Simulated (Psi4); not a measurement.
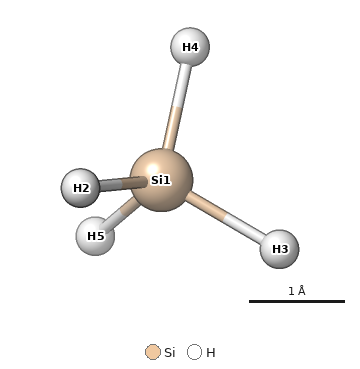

**Figure 1.** The structure as given in the input (ball-and-stick view, seen at a tilt; atoms are numbered from 1 in the order of the input).

Single-point calculation, with input and output: SiH4

- system: SiH4, SMILES [H][Si]([H])([H])[H]
- method: PBE0/def2-SVP, RKS (Psi4 1.11)

The geometry comes from this level: GFN2-xTB.

Input file (job.dat):
```
memory 1600 MB

molecule {
  0 1
  Si
  H 1 R2
  H 1 R3 2 A3
  H 1 R4 3 A4 2 D4
  H 1 R5 3 A5 4 D5

  R2 = 1.460962
  R3 = 1.460884
  A3 = 109.48843
  R4 = 1.460984
  A4 = 109.46807
  D4 = 120.00879
  R5 = 1.460734
  A5 = 109.46208
  D5 = 119.97952
  symmetry c1
  no_reorient
  no_com
}

set {
  reference            rks
  puream               true
  e_convergence        1e-09
  d_convergence        1e-08
  scf_type             pk
  dft_radial_points    99
  dft_spherical_points 590
}

energy_value, wavefunction = energy('pbe0/def2-SVP', return_wfn=True)
oeprop(wavefunction, 'QUADRUPOLE', 'WIBERG_LOWDIN_INDICES', 'DIPOLE')
print_variables()
```

Launched with:
```bash
psi4 -n 1 job.dat job.out
```

Output:
```
Psi4 1.11 release

   => Loading Basis Set <=

    Name: DEF2-SVP
    Role: ORBITAL
    Keyword: BASIS

         ---------------------------------------------------------
                                   SCF
                              RKS Reference
                        1 Threads,   1525 MiB Core
         ---------------------------------------------------------

  ==> Geometry <==

    Molecular point group: c1
    Full point group: C1

    Geometry (in Angstrom), charge = 0, multiplicity = 1:

       Center              X                  Y                   Z               Mass
    ------------   -----------------  -----------------  -----------------  -----------------
         SI           0.000006136980     0.000009330690     0.000014326015    27.976926534650
         H            0.000006136980     0.000009330690     1.460976326015     1.007825032230
         H            0.000006136980     1.377197648716    -0.487360681704     1.007825032230
         H           -1.192799818744    -0.688845488844    -0.486983864791     1.007825032230
         H            1.192617184012    -0.688620507768    -0.487029465487     1.007825032230

  Running in c1 symmetry.

  Rotational constants: A =      2.93948  B =      2.93904  C =      2.93863 [cm^-1]
  Rotational constants: A =  88123.47734  B =  88110.26235  C =  88097.78334 [MHz]
  Nuclear repulsion =   21.615743529002931

  Charge       = 0
  Multiplicity = 1
  Electrons    = 18
  Nalpha       = 9
  Nbeta        = 9

  ==> Algorithm <==

  SCF Algorithm Type is PK.
  DIIS enabled.
  MOM disabled.
  Fractional occupation disabled.
  Guess Type is SAD.
  Energy threshold   = 1.00e-09
  Density threshold  = 1.00e-08
  Integral threshold = 1.00e-12

  ==> Primary Basis <==

  Basis Set: DEF2-SVP
    Blend: DEF2-SVP
    Number of shells: 20
    Number of basis functions: 38
    Number of Cartesian functions: 39
    Spherical Harmonics?: true
    Max angular momentum: 2

  ==> DFT Potential <==

   => LibXC <=

    Version 7.1.2

   => Composite Functional: PBE0 <=

    PBE0 Hyb-GGA Exchange-Correlation Functional

    Deriv               =              1
    GGA                 =           TRUE
    Meta                =          FALSE

    Exchange Hybrid     =           TRUE
    MP2 Hybrid          =          FALSE

   => Exchange Functionals <=

    0.7500   Perdew, Burke & Ernzerhof

   => Exact (HF) Exchange <=

    0.2500               HF

   => Correlation Functionals <=

    1.0000   Perdew, Burke & Ernzerhof

   => LibXC Density Thresholds  <==

    XC_HYB_GGA_XC_PBEH:  1.00E-15

   => Molecular Quadrature <=

    Radial Scheme          =       TREUTLER
    Pruning Scheme         =           NONE
    Nuclear Scheme         =       TREUTLER

    Blocking Scheme        =         OCTREE
    BS radius alpha        =              1
    Pruning alpha          =              1
    Radial Points          =             99
    Spherical Points       =            590
    Total Points           =         279826
    Total Blocks           =           2066
    Max Points             =            256
    Max Functions          =             38
    Weights Tolerance      =       1.00E-15

  ==> Integral Setup <==

  Using in-core PK algorithm.
   Calculation information:
      Number of atoms:                   5
      Number of AO shells:              20
      Number of primitives:             38
      Number of atomic orbitals:        39
      Number of basis functions:        38

      Integral cutoff                 1.00e-12
      Number of threads:                 1

  Performing in-core PK
  Using 549822 doubles for integral storage.
  We computed 22155 shell quartets total.
  Whereas there are 22155 unique shell quartets.

  ==> DiskJK: Disk-Based J/K Matrices <==

    J tasked:                  Yes
    K tasked:                  Yes
    wK tasked:                  No
    Memory [MiB]:              845
    Schwarz Cutoff:          1E-12

  Cached 100.0% of DFT collocation blocks in 0.292 [GiB].

  Minimum eigenvalue in the overlap matrix is 1.1156919203E-02.
  Reciprocal condition number of the overlap matrix is 2.6294686073E-03.
    Using symmetric orthogonalization.

  ==> Pre-Iterations <==

  SCF Guess: Superposition of Atomic Densities via on-the-fly atomic UHF (no occupation information).

   -------------------------
    Irrep   Nso     Nmo
   -------------------------
     A         38      38
   -------------------------
    Total      38      38
   -------------------------

  ==> Iterations <==

                        Total Energy        Delta E     RMS |[F,P]|

   @RKS iter SAD:  -291.31338451379520   -2.91313e+02   0.00000e+00
   @RKS iter   1:  -291.62904620908807   -3.15662e-01   4.28935e-03 DIIS/ADIIS
   @RKS iter   2:  -291.64493495070303   -1.58887e-02   2.48784e-03 DIIS/ADIIS
   @RKS iter   3:  -291.65128708561542   -6.35213e-03   9.37142e-05 DIIS
   @RKS iter   4:  -291.65129764040881   -1.05548e-05   8.11312e-06 DIIS
   @RKS iter   5:  -291.65129773410126   -9.36924e-08   5.47935e-07 DIIS
   @RKS iter   6:  -291.65129773445256   -3.51292e-10   3.83079e-08 DIIS
   @RKS iter   7:  -291.65129773445437   -1.81899e-12   5.03843e-09 DIIS
  Energy and wave function converged.

  ==> Post-Iterations <==

   Electrons on quadrature grid:
      Ntotal   =   18.0000000068 ; deviation = 6.802e-09

    Orbital Energies [Eh]
    ---------------------

    Doubly Occupied:

       1A    -66.227174     2A     -5.326497     3A     -3.663091
       4A     -3.663091     5A     -3.663090     6A     -0.565846
       7A     -0.364141     8A     -0.364123     9A     -0.364100

    Virtual:

      10A      0.058013    11A      0.058027    12A      0.058052
      13A      0.110735    14A      0.246070    15A      0.320229
      16A      0.320234    17A      0.320253    18A      0.420333
      19A      0.420338    20A      0.535552    21A      0.535564
      22A      0.535587    23A      0.651148    24A      0.933034
      25A      0.933091    26A      0.933241    27A      1.376107
      28A      1.376125    29A      1.376134    30A      1.660480
      31A      1.660575    32A      1.660712    33A      1.801119
      34A      1.801171    35A      1.978367    36A      2.222619
      37A      2.222721    38A      2.222793

    Final Occupation by Irrep:
              A
    DOCC [     9 ]
    NA   [     9 ]
    NB   [     9 ]

  @RKS Final Energy:  -291.65129773445437

   => Energetics <=

    Nuclear Repulsion Energy =             21.6157435290029305
    One-Electron Energy =                -446.2180302970498360
    Two-Electron Energy =                 149.7663746279739598
    DFT Exchange-Correlation Energy =     -16.8153855943814854
    Empirical Dispersion Energy =           0.0000000000000000
    VV10 Nonlocal Energy =                  0.0000000000000000
    Total Energy =                       -291.6512977344544311

Computation Completed

Properties will be evaluated at   0.000000,   0.000000,   0.000000 [a0]

Properties computed using the SCF density matrix

 Multipole Moments:

 ------------------------------------------------------------------------------------
     Multipole            Electronic (a.u.)      Nuclear  (a.u.)        Total (a.u.)
 ------------------------------------------------------------------------------------

 L = 1.  Multiply by 2.5417464519 to convert [e a0] to [Debye]
 Dipole X            :          0.0002583           -0.0001596            0.0000987
 Dipole Y            :          0.0003573           -0.0002426            0.0001147
 Dipole Z            :          0.0005424           -0.0003725            0.0001699
 Magnitude           :                                                    0.0002275

 ------------------------------------------------------------------------------------

	total time  =          4 seconds =       0.07 minutes

Properties will be evaluated at   0.000000,   0.000000,   0.000000 [a0]
OEProp: No title given, name of density matrix used for the following properties is 'SCF density'

 Multipole Moments:

 ------------------------------------------------------------------------------------
     Multipole            Electronic (a.u.)      Nuclear  (a.u.)        Total (a.u.)
 ------------------------------------------------------------------------------------

 L = 1.  Multiply by 2.5417464519 to convert [e a0] to [Debye]
 Dipole X            :          0.0002583           -0.0001596            0.0000987
 Dipole Y            :          0.0003573           -0.0002426            0.0001147
 Dipole Z            :          0.0005424           -0.0003725            0.0001699
 Magnitude           :                                                    0.0002275

 L = 2.  Multiply by 1.3450342976 to convert [e a0^2] to [Debye ang]
 Quadrupole XX       :        -22.3993652           10.1600621          -12.2393031
 Quadrupole XY       :         -0.0015310            0.0014376           -0.0000934
 Quadrupole XZ       :         -0.0002040            0.0001447           -0.0000593
 Quadrupole YY       :        -22.4002169           10.1610353          -12.2391816
 Quadrupole YZ       :          0.0011894           -0.0012257           -0.0000363
 Quadrupole ZZ       :        -22.4034888           10.1644048          -12.2390839
 Traceless XX        :          0.0016584           -0.0017720           -0.0001136
 Traceless YY        :          0.0008067           -0.0007988            0.0000079
 Traceless ZZ        :         -0.0024651            0.0025708            0.0001056

 ------------------------------------------------------------------------------------

  Wiberg Bond Indices using Orthogonal Lowdin Orbitals:

  Irrep: 1 Size: 5 x 5

                 1                   2                   3                   4                   5

    1     0.00000000000000     0.99739735966783     0.99740439928156     0.99739545849582     0.99741791741194
    2     0.99739735966783     0.00000000000000     0.01221732649430     0.01221846307088     0.01222071632220
    3     0.99740439928156     0.01221732649430     0.00000000000000     0.01221897118188     0.01222386626200
    4     0.99739545849582     0.01221846307088     0.01221897118188     0.00000000000000     0.01222137620320
    5     0.99741791741194     0.01222071632220     0.01222386626200     0.01222137620320     0.00000000000000

  Atomic Valences:

 #  #
 Irrep: 1
      1:    3.989615134857148
      2:    1.034053865555206
      3:    1.034064563219732
      4:    1.034054268951774
      5:    1.034083876199345

  Variable Map:
  ----------------------------------------------------------------------------
  "CURRENT ENERGY"              =>    -291.651297734454
  "CURRENT REFERENCE ENERGY"    =>    -291.651297734454
  "DD SOLVATION ENERGY"         =>       0.000000000000
  "DFT FUNCTIONAL TOTAL ENERGY" =>    -291.651297734454
  "DFT TOTAL ENERGY"            =>    -291.651297734454
  "DFT VV10 ENERGY"             =>       0.000000000000
  "DFT XC ENERGY"               =>     -16.815385594381
  "GRID ELECTRONS ALPHA"        =>       9.000000003401
  "GRID ELECTRONS BETA"         =>       9.000000003401
  "GRID ELECTRONS TOTAL"        =>      18.000000006802
  "NUCLEAR REPULSION ENERGY"    =>      21.615743529003
  "ONE-ELECTRON ENERGY"         =>    -446.218030297050
  "PCM POLARIZATION ENERGY"     =>       0.000000000000
  "PE ENERGY"                   =>       0.000000000000
  "SCF ITERATION ENERGY"        =>    -291.651297734454
  "SCF ITERATIONS"              =>       7.000000000000
  "SCF TOTAL ENERGY"            =>    -291.651297734454
  "TWO-ELECTRON ENERGY"         =>     149.766374627974
  "XC GRID RADIAL POINTS"       =>      99.000000000000
  "XC GRID SPHERICAL POINTS"    =>     590.000000000000
  "XC GRID TOTAL POINTS"        =>  279826.000000000000

  Array Variable Map:
  ----------------------------------------------------------------------------
  "CURRENT DIPOLE"              =>       0.000098719251 ... 0.000169929057 1 by 3
  "DIPOLE"                      =>       0.000098719251 ... 0.000169929057 1 by 3
  "QUADRUPOLE"                  =>     -12.239303131831 ... -12.239083934700 1 by 6
  "SCF DIPOLE"                  =>       0.000098719251 ... 0.000169929057 1 by 3
  "SCF TOTAL ENERGIES"          =>    -291.313384513795 ... -291.651297734454 1 by 8

    Psi4 run time: 0:00:04.04
```

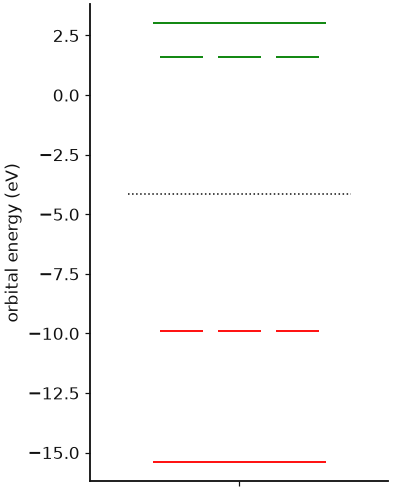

**Figure 2.** Orbital energies near the frontier; the dotted line parts filled from empty levels, and levels within 0.02 eV of each other stand side by side. Highest filled −9.91 eV, lowest empty 1.58 eV, 11.49 eV apart.

Key numbers:

| quantity | value |
| --- | --- |
| outcome | converged |
| total energy | −291.651298 hartree |
| basis functions | 38 |
| HOMO | −9.91 eV |
| LUMO | 1.58 eV |
| dipole moment | 0.00 D |
| hardware | 1 thread of Intel Xeon (Sapphire Rapids), 64 GiB of memory available, shared host |
| wall time | 5.4 s |
| peak memory | 0.52 GiB |
